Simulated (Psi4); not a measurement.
**C2F3N (cyanotrifluoromethane) at wB97X/cc-pVDZ**

Aim: the energy change on altering one bond length of C2F3N (cyanotrifluoromethane) at wB97X/cc-pVDZ, from 2 runs. 

Program for the calculation: Psi4 1.11.

## (1) The molecule

C2F3N has 6 atoms, charge 0, and is taken as a singlet. As SMILES, `N#CC(F)(F)F`. Geometry: relaxed at PBE0-D4/def2-TZVP.

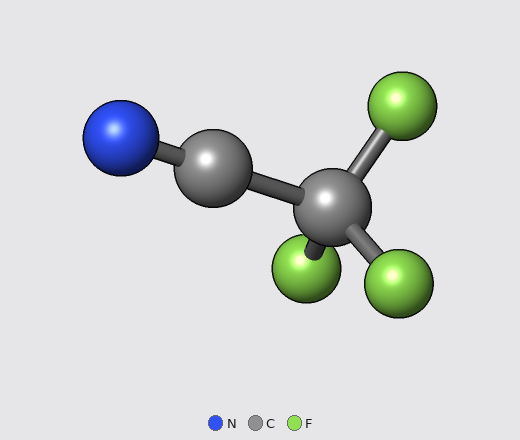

The structure, seen from a chosen angle (nitrogen blue, carbon grey, fluorine green).

## (2) Energy and gradient at wB97X/cc-pVDZ

Input file c2f3n.xyz:

```xyz
6
C2F3N
N      1.022100    -1.705100     0.893500
C      0.486200    -0.810600     0.417800
C     -0.206400     0.345600    -0.197200
F     -1.316000    -0.055800    -0.802300
F      0.581500     0.927000    -1.091500
F     -0.525200     1.234800     0.733600
```

Input file job.py:

```python
import psi4

psi4.set_memory(1600000000)
psi4.set_num_threads(1)
psi4.core.set_output_file('c2f3n.out', False)

with open('c2f3n.xyz') as f:
    atoms = ''.join(f.readlines()[2:])
m = psi4.geometry('0 1\n' + atoms + 'symmetry c1\nno_reorient\nno_com')

psi4.set_options({
    'basis': 'cc-pVDZ',
    'puream': True,
    'e_convergence': 1e-09,
    'd_convergence': 1e-08,
    'scf_type': 'pk',
    'dft_radial_points': 99,
    'dft_spherical_points': 590,
})

result, w = psi4.gradient('wb97x', molecule=m, return_wfn=True)
print('gradient / Eh bohr^-1')
print(result.np.round(6))
print(f'energy = {w.energy():.10f} Eh')
```

Command:

```console
$ python job.py
```

c2f3n.out:

```text
[...]
  Running in c1 symmetry.
[...]
  Nuclear repulsion =  232.270648827243122
[...]
  Multiplicity = 1
[...]
  Nalpha       = 23
  Nbeta        = 23
[...]
    Number of basis functions: 84
[...]
   @RKS iter   1:  -430.22074519272212   -5.50735e-01   7.68163e-03 ADIIS/DIIS
[...]
   @RKS iter  11:  -430.38449495661285   -3.24007e-12   7.33256e-09 DIIS
[...]
    Orbital Energies [Eh]
    ---------------------
    Doubly Occupied:
       1A    -24.831319     2A    -24.831304     3A    -24.831287
       4A    -14.464611     5A    -10.583774     6A    -10.353233
       7A     -1.494915     8A     -1.398392     9A     -1.398369
      10A     -1.086820    11A     -0.915069    12A     -0.794172
      13A     -0.753492    14A     -0.753485    15A     -0.618941
      16A     -0.618934    17A     -0.581785    18A     -0.581777
      19A     -0.577588    20A     -0.554150    21A     -0.514500
      22A     -0.494963    23A     -0.494962
[...]
  @RKS Final Energy:  -430.38449495661285
   => Energetics <=
    Nuclear Repulsion Energy =            232.2706488272431216
    One-Electron Energy =               -1054.4823741734203395
    Two-Electron Energy =                 427.2038678991375491
    DFT Exchange-Correlation Energy =     -35.3766375095732002
    Empirical Dispersion Energy =           0.0000000000000000
    VV10 Nonlocal Energy =                  0.0000000000000000
    Total Energy =                       -430.3844949566128548
[...]
 Multipole Moments:
 ------------------------------------------------------------------------------------
     Multipole            Electronic (a.u.)      Nuclear  (a.u.)        Total (a.u.)
 ------------------------------------------------------------------------------------
 L = 1.  Multiply by 2.5417464519 to convert [e a0] to [Debye]
 Dipole X            :          4.4875032           -4.7314963           -0.2439930
 Dipole Y            :         -7.5831370            7.9903290            0.4071920
 Dipole Z            :          5.1949153           -5.4116087           -0.2166934
 Magnitude           :                                                    0.5218179
[...]
  -Total Gradient:
     Atom            X                  Y                   Z
    ------   -----------------  -----------------  -----------------
       1       -0.009893643832     0.016517186360    -0.008786678042
       2        0.008137470885    -0.013590354284     0.007234400854
       3       -0.000837435907     0.001373721287    -0.000778734819
       4        0.005128045120     0.002174059401     0.002753408306
       5       -0.003894829890    -0.002507373167     0.004099692974
       6        0.001332795072    -0.003952105609    -0.004534998031
[...]
```

The script printed:

```text
gradient / Eh bohr^-1
[[-0.009894  0.016517 -0.008787]
 [ 0.008137 -0.01359   0.007234]
 [-0.000837  0.001374 -0.000779]
 [ 0.005128  0.002174  0.002753]
 [-0.003895 -0.002507  0.0041  ]
 [ 0.001333 -0.003952 -0.004535]]
energy = -430.3844949566 Eh
```

Wall time 22 s (1 thread of Intel Xeon 6975P-C (Granite Rapids), shared host); peak memory 1.1 GiB.

## (3) The distorted shape, same level

Input file calc.py:

```python
import psi4

psi4.set_memory('1600 MB')
psi4.set_num_threads(1)
psi4.set_output_file('run.log', False)

mol = psi4.geometry("""
0 1
N      0.391786    -2.170216     1.608934
C     -0.144114    -1.275716     1.133234
C     -0.836714    -0.119516     0.518234
F     -1.946314    -0.520916    -0.086866
F      0.581500     0.927000    -1.091500
F     -1.155514     0.769684     1.449034
symmetry c1
no_reorient
no_com
""")

psi4.set_options({
    'basis': 'cc-pVDZ',
    'puream': True,
    'e_convergence': 1e-09,
    'd_convergence': 1e-08,
    'scf_type': 'pk',
    'dft_radial_points': 99,
    'dft_spherical_points': 590,
})

e_tot, wfn = psi4.gradient('WB97X', molecule=mol, return_wfn=True)
psi4.oeprop(wfn, 'MULLIKEN_CHARGES', 'LOWDIN_CHARGES', 'DIPOLE')
print('gradient / Eh bohr^-1')
print(e_tot.np.round(6))
print(f'energy = {wfn.energy():.10f} Eh')
```

Command:

```console
$ python calc.py
```

run.log (excerpt; [...] marks lines left out):

```text
[...]
  Running in c1 symmetry.
[...]
  Nuclear repulsion =  205.327189441343876
[...]
  Multiplicity = 1
[...]
  Nalpha       = 23
  Nbeta        = 23
[...]
    Number of basis functions: 84
[...]
   @RKS iter   1:  -429.84630655226783   -8.33121e-01   1.00535e-02 ADIIS/DIIS
[...]
   @RKS iter  16:  -430.20083812774942   -6.87805e-12   8.98175e-09 DIIS
[...]
  @RKS Final Energy:  -430.20083812774942
   => Energetics <=
    Nuclear Repulsion Energy =            205.3271894413438758
    One-Electron Energy =               -1000.6673495531226763
    Two-Electron Energy =                 400.3227753697436242
    DFT Exchange-Correlation Energy =     -35.1834533857142731
    Empirical Dispersion Energy =           0.0000000000000000
    VV10 Nonlocal Energy =                  0.0000000000000000
    Total Energy =                       -430.2008381277494209
[...]
  -Total Gradient:
     Atom            X                  Y                   Z
    ------   -----------------  -----------------  -----------------
       1       -0.010520536340     0.020110248623    -0.011483064987
       2        0.000463243679    -0.040172734750     0.033524844668
       3        0.016602569410    -0.000039681722    -0.008574031725
       4       -0.032549454345    -0.017531882700     0.007388788330
       5        0.045970615595     0.034620274379    -0.052766245119
       6       -0.019967365430     0.003049913678     0.031879795538
[...]
 Multipole Moments:
 ------------------------------------------------------------------------------------
     Multipole            Electronic (a.u.)      Nuclear  (a.u.)        Total (a.u.)
 ------------------------------------------------------------------------------------
 L = 1.  Multiply by 2.5417464519 to convert [e a0] to [Debye]
 Dipole X            :         47.7936550          -48.8029671           -1.0093121
 Dipole Y            :         24.2318735          -24.5305197           -0.2986463
 Dipole Z            :        -43.8409030           44.6114412            0.7705382
 Magnitude           :                                                    1.3044653
[...]
  Mulliken Charges: (a.u.)
   Center  Symbol    Alpha    Beta     Spin     Total
       1     N     3.50062  3.50062  0.00000 -0.00124
       2     C     3.00698  3.00698  0.00000 -0.01397
       3     C     2.77705  2.77705  0.00000  0.44589
[...]
```

The script printed:

```text
gradient / Eh bohr^-1
[[-1.0521e-02  2.0110e-02 -1.1483e-02]
 [ 4.6300e-04 -4.0173e-02  3.3525e-02]
 [ 1.6603e-02 -4.0000e-05 -8.5740e-03]
 [-3.2549e-02 -1.7532e-02  7.3890e-03]
 [ 4.5971e-02  3.4620e-02 -5.2766e-02]
 [-1.9967e-02  3.0500e-03  3.1880e-02]]
energy = -430.2008381277 Eh
```

Run time: 21 s. Hardware: 1 thread of Intel Xeon 6975P-C (Granite Rapids), shared host; peak memory 1 GiB.

## (4) Summary of results

At wB97X/cc-pVDZ:

| quantity | value |
| --- | --- |
| first shape: total energy | -430.38449 Eh |
| first shape: dipole moment | 1.33 D |
| first shape: HOMO energy | -13.47 eV |
| first shape: LUMO energy | 1.94 eV |
| first shape: HOMO–LUMO gap | 15.40 eV |
| first shape: largest force on an atom | 1.088 eV/Å |
| distorted shape: total energy | -430.20084 Eh |
| distorted shape: dipole moment | 3.32 D |
| distorted shape: HOMO energy | -11.88 eV |
| distorted shape: LUMO energy | -3.47 eV |
| distorted shape: HOMO–LUMO gap | 8.40 eV |
| distorted shape: largest force on an atom | 4.015 eV/Å |
| energy change with the C3–F5 bond stretched from 1.326 to 2.387 Å | 4.998 eV |

With the C3–F5 bond stretched from 1.326 to 2.387 Å the energy rises by 5.00 eV (482 kJ/mol). The first shape isn't relaxed at this level, so the change isn't measured from a minimum. A restricted reference can't describe the breaking bond well at this length. The largest force (first shape) is 1.09 eV/Å: the shape isn't a stationary point for this species at this level. Mulliken charges (distorted shape) run from -0.32 on F5 to +0.45 on C3.
